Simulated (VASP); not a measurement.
# TiSi2 (Zhiqinite): the relaxed cell at several levels, part 2 of 4

Which functional gives the lattice of TiSi2 (Zhiqinite) as experiment finds it, and is a dearer one worth its cost? The start is a cell from a database of measured crystal structures.

VASP 6.6.1, plane waves and PAW; the level of theory is named at each step.

Still holding for the runs below: The k-mesh is coarse for a metal.

So far. Step 2 (Relaxation with LDA): It ends with a largest force of 0.001 eV/Å and a pressure of 0.01 GPa. The volume lies -2.7 % from that of the database's start, which holds the thermal and zero-point expansion of its experiment. The conventional cell has a = 4.742, b = 8.156 and c = 8.429 Å.

The database entry behind the starting cell is an old determination (1939), so it need not match the best structure at ambient conditions.

### Step 3. Relaxation with PBEsol

This step: PBEsol; plane waves and PAW (Ti_sv, Si) (VASP 6.6.1).

PBEsol restores the gradient expansion of exchange and is tuned for the cells of solids.

Input file INCAR:

```
SYSTEM = TiSi2
PREC = Accurate
ENCUT = 520
EDIFF = 1E-06
NELM = 100
ISMEAR = -1
SIGMA = 0.05
LREAL = .FALSE.
ALGO = Normal
GGA = PS
NBANDS = 26
LASPH = .TRUE.
LORBIT = 11
LWAVE = .FALSE.
LCHARG = .FALSE.
KPAR = 4
IBRION = 2
NSW = 60
ISIF = 3
EDIFFG = -0.01
```

Input file POSCAR:

```
TiSi2
1.0
    0.0000000000      4.1180000000      4.2615000000
    2.3865000000      0.0000000000      4.2615000000
    2.3865000000      4.1180000000      0.0000000000
Ti Si
2 4
Direct
    0.7500000000      0.7500000000      0.7500000000
    0.5000000000      0.5000000000      0.5000000000
    0.0830000000      0.4170000000      0.0830000000
    0.4170000000      0.0830000000      0.4170000000
    0.1670000000      0.8330000000      0.1670000000
    0.8330000000      0.1670000000      0.8330000000
```

Input file KPOINTS:

```
Automatic mesh
0
Gamma
6 6 6
0 0 0
```

The projector-augmented-wave data sets are Ti_sv and Si (PBE family, release 64).

Launch:

```
> mpirun -np 4 vasp_std
```

Log:

```text
[banner, memory and clock lines left out]
running    4 mpi-ranks, on    1 nodes
 distrk:  each k-point on    1 cores,    4 groups
 distr:  one band on    1 cores,    1 groups

 POSCAR found type information on POSCAR TiSi
 POSCAR found :  2 types and       6 ions
 [... a notice as in an earlier step ...]

 LDA part: xc-table for (Slater+PW92), standard interpolation
 POSCAR, INCAR and KPOINTS ok, starting setup
 FFT: planning ... GRIDC
 FFT: planning ... GRID_SOFT
 FFT: planning ... GRID
 WAVECAR not read
 entering main loop
       N       E                     dE             d eps       ncg     rms          rms(c)
DAV:   1     0.386798565382E+03    0.38680E+03   -0.19182E+04  2392   0.164E+03
DAV:   2     0.153113745038E+01   -0.38527E+03   -0.37869E+03  2396   0.466E+02
DAV:   3    -0.438618121401E+02   -0.45393E+02   -0.44411E+02  4158   0.131E+02
DAV:   4    -0.471806483571E+02   -0.33188E+01   -0.33061E+01  3352   0.329E+01
DAV:   5    -0.473871166555E+02   -0.20647E+00   -0.20642E+00  3724   0.697E+00    0.194E+01
DAV:   6    -0.443071338136E+02    0.30800E+01   -0.37864E+01  3480   0.453E+01    0.676E+00
DAV:   7    -0.437833440665E+02    0.52379E+00   -0.71744E+00  3266   0.196E+01    0.515E+00
DAV:   8    -0.437065159617E+02    0.76828E-01   -0.75600E-01  3326   0.688E+00    0.100E+00
DAV:   9    -0.436997023337E+02    0.68136E-02   -0.11679E-01  3400   0.289E+00    0.497E-01
DAV:  10    -0.437002628949E+02   -0.56056E-03   -0.43014E-03  3140   0.537E-01    0.177E-01
DAV:  11    -0.437002518581E+02    0.11037E-04   -0.27685E-03  3870   0.393E-01    0.117E-01
DAV:  12    -0.437002105110E+02    0.41347E-04   -0.76082E-04  3444   0.215E-01    0.174E-02
DAV:  13    -0.437002062565E+02    0.42545E-05   -0.53691E-05  3296   0.651E-02    0.139E-02
DAV:  14    -0.437002053433E+02    0.91321E-06   -0.34410E-06  3052   0.157E-02
   1 F= -.43700205E+02 E0= -.43693009E+02  d E =-.437002E+02
 curvature:   0.00 expect dE= 0.000E+00 dE for cont linesearch  0.000E+00
 trial: gam= 0.00000 g(F)=  0.376E-02 g(S)=  0.211E-01 ort = 0.000E+00 (trialstep = 0.100E+01)
 search vector abs. value=  0.249E-01
 bond charge predicted
       N       E                     dE             d eps       ncg     rms          rms(c)
DAV:   1    -0.438766127753E+02   -0.17641E+00   -0.41228E+00  3760   0.225E+01    0.379E+00
DAV:   2    -0.437356139045E+02    0.14100E+00   -0.16578E+00  3642   0.110E+01    0.108E+00
DAV:   3    -0.437027743158E+02    0.32840E-01   -0.26935E-01  3322   0.351E+00    0.511E-01
DAV:   4    -0.437011001049E+02    0.16742E-02   -0.36728E-02  3994   0.133E+00    0.237E-01
DAV:   5    -0.437028838082E+02   -0.17837E-02   -0.44106E-03  3332   0.454E-01    0.100E-01
DAV:   6    -0.437039760528E+02   -0.10922E-02   -0.29077E-03  3668   0.191E-01    0.654E-02
DAV:   7    -0.437040693208E+02   -0.93268E-04   -0.24153E-04  3556   0.977E-02    0.121E-02
DAV:   8    -0.437040687041E+02    0.61669E-06   -0.15717E-05  3198   0.249E-02    0.139E-02
DAV:   9    -0.437040719861E+02   -0.32820E-05   -0.69946E-06  3156   0.207E-02    0.355E-03
DAV:  10    -0.437040720444E+02   -0.58276E-07   -0.57718E-07  1722   0.518E-03
   2 F= -.43704072E+02 E0= -.43697203E+02  d E =-.386670E-02
[... from here on, the cycles between the ionic steps are left out ...]
   3 F= -.43707719E+02 E0= -.43700720E+02  d E =-.751360E-02
   4 F= -.43710030E+02 E0= -.43702998E+02  d E =-.231112E-02
   5 F= -.43710688E+02 E0= -.43703609E+02  d E =-.296907E-02
   6 F= -.43711602E+02 E0= -.43704397E+02  d E =-.913873E-03
   7 F= -.43711603E+02 E0= -.43704403E+02  d E =-.914544E-03
   8 F= -.43711603E+02 E0= -.43704402E+02  d E =-.914775E-03
   9 F= -.43711613E+02 E0= -.43704413E+02  d E =-.104315E-04
 trial-energy change:   -0.000010  1 .order   -0.000015   -0.000093    0.000063
 step:   0.6025(harm=  0.6516)  dis= 0.00009  next Energy=   -43.711628 (dE=-0.250E-04)
 bond charge predicted
       N       E                     dE             d eps       ncg     rms          rms(c)
DAV:   1    -0.437117518279E+02   -0.13902E-03   -0.32037E-03  3546   0.638E-01    0.997E-02
DAV:   2    -0.437116535530E+02    0.98275E-04   -0.11552E-03  3628   0.295E-01    0.304E-02
DAV:   3    -0.437116293852E+02    0.24168E-04   -0.19277E-04  3514   0.914E-02    0.144E-02
DAV:   4    -0.437116269186E+02    0.24666E-05   -0.25223E-05  4096   0.356E-02    0.624E-03
DAV:   5    -0.437116275050E+02   -0.58642E-06   -0.30173E-06  2402   0.116E-02
  10 F= -.43711628E+02 E0= -.43704427E+02  d E =-.247203E-04
 curvature:  -0.32 expect dE=-0.448E-05 dE for cont linesearch -0.934E-06
 trial: gam= 0.00000 g(F)=  0.724E-06 g(S)=  0.132E-04 ort =-0.158E-04 (trialstep = 0.994E+00)
 search vector abs. value=  0.139E-04
 reached required accuracy - stopping structural energy minimisation
```

Wall time 1.8 min (4 MPI ranks of Intel Xeon 6975P-C (Granite Rapids), shared host); peak memory 1.2 GiB.

OUTCAR, selected parts (step 3):

```text
 Found     46 irreducible k-points:

   NELECT =      40.0000    total number of electrons

 E-fermi :  10.3145

 k-point     1 :       0.0000    0.0000    0.0000
  band No.  band energies     occupation
    ...
     17       7.9742      2.00000
     18       8.2341      2.00000
     19       8.4888      2.00000
     20       8.8353      2.00000
     21       9.3112      2.00000
     22      12.3407      0.00000
     23      13.4303      0.00000
     24      13.7001      0.00000
     25      13.7005      0.00000
     26      13.7607      0.00000

 k-point     2 :       0.1667    0.0000    0.0000
  band No.  band energies     occupation
    ...
     17       8.1765      2.00000
     18       8.2947      2.00000
     19       8.9634      2.00000
     20       9.1179      2.00000
     21       9.3777      2.00000
     22      12.0493      0.00000
     23      13.1830      0.00000
     24      13.2705      0.00000
     25      13.4438      0.00000
     26      13.5887      0.00000

  Total        0.0165255      0.0110337      0.0352898      0.0000000      0.0000000      0.0000000
  in kB        0.3195759      0.2133740      0.6824470      0.0000000      0.0000000      0.0000000
  external PRESSURE =       0.4051323 kB  Pullay stress =       0.0000000 kB

  energy-cutoff  :      520.00
  volume of cell :       82.85
      direct lattice vectors                 reciprocal lattice vectors
     0.000000000  4.099019478  4.240053087    -0.209778042  0.121980391  0.117923052
     2.383471575  0.000000000  4.240053087     0.209778042 -0.121980391  0.117923052
     2.383471575  4.099019478  0.000000000     0.209778042  0.121980391 -0.117923052

 POSITION                                       TOTAL-FORCE (eV/Angst)
 -----------------------------------------------------------------------------------
      3.57521      6.14853      6.36008         0.000000      0.000000      0.000000
      2.38347      4.09902      4.24005        -0.000000      0.000000     -0.000000
      1.19174      0.70105      2.12003         0.000000     -0.001937     -0.000000
      1.19174      3.39797      2.12003         0.000000      0.001937     -0.000000
      2.38347      1.34846      4.24005        -0.000000      0.001937      0.000000
      2.38347      6.84958      4.24005        -0.000000     -0.001937      0.000000
 -----------------------------------------------------------------------------------
    total drift:                                0.000000     -0.000000      0.000000

  FREE ENERGIE OF THE ION-ELECTRON SYSTEM (eV)
  ---------------------------------------------------
  free  energy   TOTEN  =       -43.7116275050 eV

  energy  without entropy=      -43.6972256210  energy(sigma->0) =      -43.70442656

 total charge
# of ion       s       p       d       tot
------------------------------------------
    1        2.179   6.174   2.088  10.440
    2        2.179   6.174   2.088  10.440
    3        0.770   0.867   0.000   1.638
    4        0.770   0.867   0.000   1.638
    5        0.770   0.867   0.000   1.638
    6        0.770   0.867   0.000   1.638
--------------------------------------------------
tot          7.439  15.816   4.175  27.431

[... 9 parts as in an earlier step ...]

[... 5 further parts left out ...]
```

CONTCAR:

```
TiSi2
   1.00000000000000
     0.0000000000000000    4.0990194776554851    4.2400530870171025
     2.3834715745927797    0.0000000000000000    4.2400530870171025
     2.3834715745927797    4.0990194776554851    0.0000000000000000
  Ti              Si
     2     4
Direct
     0.7500000000000000    0.7500000000000000    0.7500000000000000
     0.5000000000000000    0.5000000000000000    0.5000000000000000
     0.0855145517992384    0.4144854482007616    0.0855145517992384
     0.4144854482007616    0.0855145517992384    0.4144854482007616
     0.1644854482007617    0.8355145517992385    0.1644854482007617
     0.8355145517992385    0.1644854482007617    0.8355145517992385
```

The PAW data sets were made with PBE, which is usual practice but a small mismatch for other functionals.

The steps of the relaxation:

| step | energy less that of the first step (eV) | largest force (eV/Å) | pressure (GPa) | volume (Å³) |
| --- | --- | --- | --- | --- |
| 1 | 0.0000 | 0.1396 | -1.64 | 83.76 |
| 2 | -0.0039 | 0.0887 | 1.65 | 82.04 |
| 3 | -0.0075 | 0.1103 | 0.30 | 82.74 |
| 4 | -0.0098 | 0.0707 | 0.17 | 82.78 |
| 5 | -0.0105 | 0.0312 | 0.06 | 82.81 |
| 6 | -0.0114 | 0.0041 | -0.07 | 82.91 |
| 7 | -0.0114 | 0.0023 | -0.08 | 82.90 |
| 8 | -0.0114 | 0.0028 | -0.09 | 82.90 |
| 9 | -0.0114 | 0.0011 | 0.08 | 82.81 |
| 10 | -0.0114 | 0.0019 | 0.04 | 82.85 |

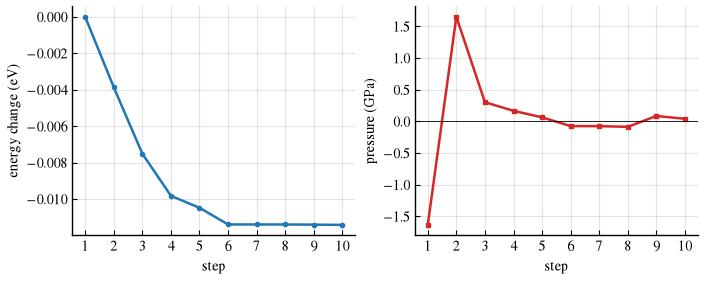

Energy and pressure along the relaxation.

```csv
"conventional cell, symmetrised",before,after,change
a (Å),4.773,4.767,-0.1 %
b (Å),8.236,8.198,-0.5 %
c (Å),8.523,8.480,-0.5 %
volume (Å³/atom),13.96,13.81,-1.1 %
```

The atoms that moved most (Å, as changes of fractional coordinates times the final cell):

| atom | dx | dy | dz | length |
| --- | --- | --- | --- | --- |
| Si4 | 0.000 | -0.021 | 0.000 | 0.021 |
| Si5 | 0.000 | -0.021 | 0.000 | 0.021 |
| Si6 | 0.000 | 0.021 | 0.000 | 0.021 |
| Si3 | 0.000 | 0.021 | 0.000 | 0.021 |

Final coordinates:

```xyz
6
Lattice="0.0000 4.0990 4.2401 2.3835 0.0000 4.2401 2.3835 4.0990 0.0000" Properties=species:S:1:pos:R:3 pbc="T T T"
Ti    3.5752    6.1485    6.3601
Ti    2.3835    4.0990    4.2401
Si    1.1917    0.7011    2.1200
Si    1.1917    3.3980    2.1200
Si    2.3835    1.3485    4.2401
Si    2.3835    6.8496    4.2401
```

Numbers from this step:

```yaml
free_energy_toten: -43.71 eV
energy_at_zero_smearing: -43.70 eV
fermi_energy: 10.31 eV
pressure: 0.04051 GPa
scf_cycles_over_all_ionic_steps: 66
```

It ends at 13.81 Å³/atom, -1.1 % from the start, with 0.04 GPa left. The conventional cell has a = 4.767, b = 8.198 and c = 8.480 Å.

### Step 4. Relaxation with PBE

This step: PBE; plane waves and PAW (Ti_sv, Si) (VASP 6.6.1).

PBE, the usual starting point, adds the gradient of the density.

Edit INCAR of step 3 so:

```diff
@@ -9,3 +9,3 @@
 ALGO = Normal
-GGA = PS
+GGA = PE
 NBANDS = 26
```

POSCAR is that of step 3.

KPOINTS is that of step 3.

Launch:

```
> mpirun -np 4 vasp_std
```

Log:

```text
[banner, memory and clock lines left out]
running    4 mpi-ranks, on    1 nodes
[...]
LDA part: xc-table for (Slater+PW92), standard interpolation
 POSCAR, INCAR and KPOINTS ok, starting setup
[...]
entering main loop
       N       E                     dE             d eps       ncg     rms          rms(c)
DAV:   1     0.390452118033E+03    0.39045E+03   -0.19212E+04  2392   0.164E+03
DAV:   2     0.498791795778E+01   -0.38546E+03   -0.37884E+03  2398   0.466E+02
DAV:   3    -0.406641634430E+02   -0.45652E+02   -0.44695E+02  4152   0.131E+02
DAV:   4    -0.440436444215E+02   -0.33795E+01   -0.33669E+01  3376   0.331E+01
[...]
DAV:  12    -0.407161542498E+02    0.42238E-04   -0.70599E-04  3464   0.204E-01    0.149E-02
DAV:  13    -0.407161509416E+02    0.33082E-05   -0.36789E-05  3270   0.543E-02    0.136E-02
DAV:  14    -0.407161500086E+02    0.93294E-06   -0.29821E-06  2970   0.153E-02
   1 F= -.40716150E+02 E0= -.40708909E+02  d E =-.407162E+02
[... from here on, the cycles between the ionic steps are left out ...]
   2 F= -.40725406E+02 E0= -.40717929E+02  d E =-.925643E-02
   3 F= -.40729330E+02 E0= -.40721939E+02  d E =-.131800E-01
   4 F= -.40732328E+02 E0= -.40724936E+02  d E =-.299789E-02
   5 F= -.40732589E+02 E0= -.40725192E+02  d E =-.325885E-02
   6 F= -.40734531E+02 E0= -.40727009E+02  d E =-.194221E-02
   7 F= -.40734769E+02 E0= -.40727188E+02  d E =-.217980E-02
   8 F= -.40734858E+02 E0= -.40727235E+02  d E =-.894885E-04
 trial-energy change:   -0.000089  1 .order   -0.000080   -0.000225    0.000065
 step:   0.8872(harm=  0.8545)  dis= 0.00060  next Energy=   -40.734864 (dE=-0.957E-04)
 reached required accuracy - stopping structural energy minimisation
```

Elapsed: 96 s, on 4 MPI ranks; peak memory 1.2 GiB; 5.4 min of CPU time.

Parts of OUTCAR (step 4):

```text
  Total        0.0388315     -0.0257856      0.0073509      0.0000000      0.0000000      0.0000000
  in kB        0.7313116     -0.4856184      0.1384390      0.0000000      0.0000000      0.0000000
  external PRESSURE =       0.1280440 kB  Pullay stress =       0.0000000 kB

 POSITION                                       TOTAL-FORCE (eV/Angst)
 -----------------------------------------------------------------------------------
      3.60740      6.21269      6.40562        -0.000000      0.000000     -0.000000
      2.40494      4.14179      4.27042         0.000000      0.000000      0.000000
      1.20247      0.71334      2.13521         0.000000     -0.000996     -0.000000
      1.20247      3.42845      2.13521         0.000000      0.000996     -0.000000
      2.40494      1.35755      4.27042        -0.000000      0.000996     -0.000000
      2.40494      6.92603      4.27042        -0.000000     -0.000996     -0.000000
 -----------------------------------------------------------------------------------
    total drift:                               -0.000000     -0.000000     -0.000000

  FREE ENERGIE OF THE ION-ELECTRON SYSTEM (eV)
  ---------------------------------------------------
  free  energy   TOTEN  =       -40.7348580937 eV

  energy  without entropy=      -40.7196122673  energy(sigma->0) =      -40.72723518

[... 2 parts as in an earlier step ...]

[... 2 further parts left out ...]
[key lines of the parts left out:]
E-fermi :  10.0818
```

Step by step:

| step | energy less that of the first step (eV) | largest force (eV/Å) | pressure (GPa) | volume (Å³) |
| --- | --- | --- | --- | --- |
| 1 | 0.0000 | 0.1690 | 2.23 | 83.76 |
| 2 | -0.0093 | 0.1029 | -1.75 | 86.14 |
| 3 | -0.0132 | 0.1254 | -0.39 | 85.28 |
| 4 | -0.0162 | 0.0801 | -0.08 | 85.16 |
| 5 | -0.0164 | 0.0626 | 0.04 | 85.12 |
| 6 | -0.0184 | 0.0227 | 0.00 | 85.08 |
| 7 | -0.0186 | 0.0024 | 0.01 | 85.07 |
| 8 | -0.0187 | 0.0010 | 0.01 | 85.07 |

```
conventional cell, symmetrised  before  after  change
                         a (Å)   4.773  4.810  +0.8 %
                         b (Å)   8.236  8.284  +0.6 %
                         c (Å)   8.523  8.541  +0.2 %
              volume (Å³/atom)   13.96  14.18  +1.6 %
```

The atoms that moved most (Å, as changes of fractional coordinates times the final cell):

| atom | dx | dy | dz | length |
| --- | --- | --- | --- | --- |
| Si5 | 0.000 | -0.026 | 0.000 | 0.026 |
| Si4 | 0.000 | -0.026 | 0.000 | 0.026 |
| Si6 | 0.000 | 0.026 | 0.000 | 0.026 |
| Si3 | 0.000 | 0.026 | 0.000 | 0.026 |

Final coordinates:

```xyz
6
Lattice="0.0000 4.1418 4.2704 2.4049 0.0000 4.2704 2.4049 4.1418 0.0000" Properties=species:S:1:pos:R:3 pbc="T T T"
Ti    3.6074    6.2127    6.4056
Ti    2.4049    4.1418    4.2704
Si    1.2025    0.7133    2.1352
Si    1.2025    3.4284    2.1352
Si    2.4049    1.3576    4.2704
Si    2.4049    6.9260    4.2704
```

It ends at 14.18 Å³/atom, +1.6 % from the start, with 0.01 GPa left. The conventional cell has a = 4.810, b = 8.284 and c = 8.541 Å.

(Part 2 of 4 ends here.)

[Lines on the potential files, build, host, timing and source positions are cut from VASP's logs without a mark.]

[Logs are printed without paths, hosts, clocks, repeated set-up lines and the standing remarks that a program may print on its own settings, such as how far it seeks lower states.]

[Hosts, paths, dates, database ids (printed as entryN), source tags and the programs' standing remarks are cut or masked in the printed files.]

[A measured line is paired with the nearest computed mode of its activity, which favours agreement.]
